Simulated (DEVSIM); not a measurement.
System: Al/SiO2/p-InP capacitor, at 300 K.

```tsv
layer (left to right)	material	thickness (nm)	Na (cm⁻³)
1	SiO2	19.0	-
2	InP	6200	1e16
```

Metal gate on the left, work function 4.1 eV. Fixed charge at the semiconductor interface -1.5e10 cm⁻² (in units of +e); no interface traps.

The device is made up for the run: typed textbook-type constants, with dimensions and the other settings drawn at random. Values at 300 K.

```tsv
parameter	SiO2	InP
gap (eV)	9	1.344
affinity (eV)	0.9	4.38
permittivity	3.9	12.5
Nc (cm⁻³)	-	5.7e17
Nv (cm⁻³)	-	1.1e19
```

DEVSIM, 1D Poisson equation in equilibrium, Boltzmann statistics, complete ionisation; no quantum confinement or tunnelling. Metal contacts follow the ideal Schottky-Mott rule: no Fermi-level pinning, no interface dipoles.

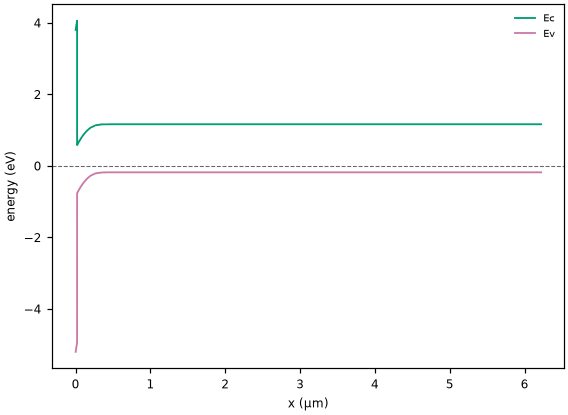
Figure. Band edges at -0.6 V on the gate

Energies count from the Fermi level of the right contact; mesh points crowd at the junctions.

```json
[
 {"x (μm)": "0.000", "Ec (eV)": "3.800", "Ev (eV)": "-5.200", "n (cm⁻³)": "< 1e2", "p (cm⁻³)": "< 1e2", "field (V/cm)": "140000"},
 {"x (μm)": "0.001545", "Ec (eV)": "3.821", "Ev (eV)": "-5.179", "n (cm⁻³)": "< 1e2", "p (cm⁻³)": "< 1e2", "field (V/cm)": "140000"},
 {"x (μm)": "0.005074", "Ec (eV)": "3.869", "Ev (eV)": "-5.131", "n (cm⁻³)": "< 1e2", "p (cm⁻³)": "< 1e2", "field (V/cm)": "140000"},
 {"x (μm)": "0.01179", "Ec (eV)": "3.960", "Ev (eV)": "-5.040", "n (cm⁻³)": "< 1e2", "p (cm⁻³)": "< 1e2", "field (V/cm)": "140000"},
 {"x (μm)": "0.01740", "Ec (eV)": "4.036", "Ev (eV)": "-4.964", "n (cm⁻³)": "< 1e2", "p (cm⁻³)": "< 1e2", "field (V/cm)": "140000"},
 {"x (μm)": "0.01897", "Ec (eV)": "4.058", "Ev (eV)": "-4.942", "n (cm⁻³)": "< 1e2", "p (cm⁻³)": "< 1e2", "field (V/cm)": "110000"},
 {"x (μm)": "0.02055", "Ec (eV)": "0.584", "Ev (eV)": "-0.760", "n (cm⁻³)": "8.7e7", "p (cm⁻³)": "1900000", "field (V/cm)": "40000"},
 {"x (μm)": "0.02701", "Ec (eV)": "0.610", "Ev (eV)": "-0.734", "n (cm⁻³)": "3.2e7", "p (cm⁻³)": "5100000", "field (V/cm)": "39000"},
 {"x (μm)": "0.03997", "Ec (eV)": "0.659", "Ev (eV)": "-0.685", "n (cm⁻³)": "4800000", "p (cm⁻³)": "3.5e7", "field (V/cm)": "37000"},
 {"x (μm)": "0.07310", "Ec (eV)": "0.775", "Ev (eV)": "-0.569", "n (cm⁻³)": "55000", "p (cm⁻³)": "3.0e9", "field (V/cm)": "32000"},
 {"x (μm)": "0.1512", "Ec (eV)": "0.984", "Ev (eV)": "-0.360", "n (cm⁻³)": "< 1e2", "p (cm⁻³)": "9.7e12", "field (V/cm)": "21000"},
 {"x (μm)": "0.4546", "Ec (eV)": "1.163", "Ev (eV)": "-0.181", "n (cm⁻³)": "< 1e2", "p (cm⁻³)": "9.8e15", "field (V/cm)": "99"},
 {"x (μm)": "1.108", "Ec (eV)": "1.163", "Ev (eV)": "-0.181", "n (cm⁻³)": "< 1e2", "p (cm⁻³)": "1.0e16", "field (V/cm)": "≈ 0"},
 {"x (μm)": "2.650", "Ec (eV)": "1.163", "Ev (eV)": "-0.181", "n (cm⁻³)": "< 1e2", "p (cm⁻³)": "1.0e16", "field (V/cm)": "≈ 0"},
 {"x (μm)": "5.098", "Ec (eV)": "1.163", "Ev (eV)": "-0.181", "n (cm⁻³)": "< 1e2", "p (cm⁻³)": "1.0e16", "field (V/cm)": "≈ 0"},
 {"x (μm)": "5.771", "Ec (eV)": "1.163", "Ev (eV)": "-0.181", "n (cm⁻³)": "< 1e2", "p (cm⁻³)": "1.0e16", "field (V/cm)": "≈ 0"},
 {"x (μm)": "6.034", "Ec (eV)": "1.163", "Ev (eV)": "-0.181", "n (cm⁻³)": "< 1e2", "p (cm⁻³)": "1.0e16", "field (V/cm)": "≈ 0"},
 {"x (μm)": "6.146", "Ec (eV)": "1.163", "Ev (eV)": "-0.181", "n (cm⁻³)": "< 1e2", "p (cm⁻³)": "1.0e16", "field (V/cm)": "≈ 0"},
 {"x (μm)": "6.197", "Ec (eV)": "1.163", "Ev (eV)": "-0.181", "n (cm⁻³)": "< 1e2", "p (cm⁻³)": "1.0e16", "field (V/cm)": "≈ 0"},
 {"x (μm)": "6.211", "Ec (eV)": "1.163", "Ev (eV)": "-0.181", "n (cm⁻³)": "< 1e2", "p (cm⁻³)": "1.0e16", "field (V/cm)": "≈ 0"},
 {"x (μm)": "6.216", "Ec (eV)": "1.163", "Ev (eV)": "-0.181", "n (cm⁻³)": "< 1e2", "p (cm⁻³)": "1.0e16", "field (V/cm)": "≈ 0"},
 {"x (μm)": "6.219", "Ec (eV)": "1.163", "Ev (eV)": "-0.181", "n (cm⁻³)": "< 1e2", "p (cm⁻³)": "1.0e16", "field (V/cm)": "≈ 0"}
]
```
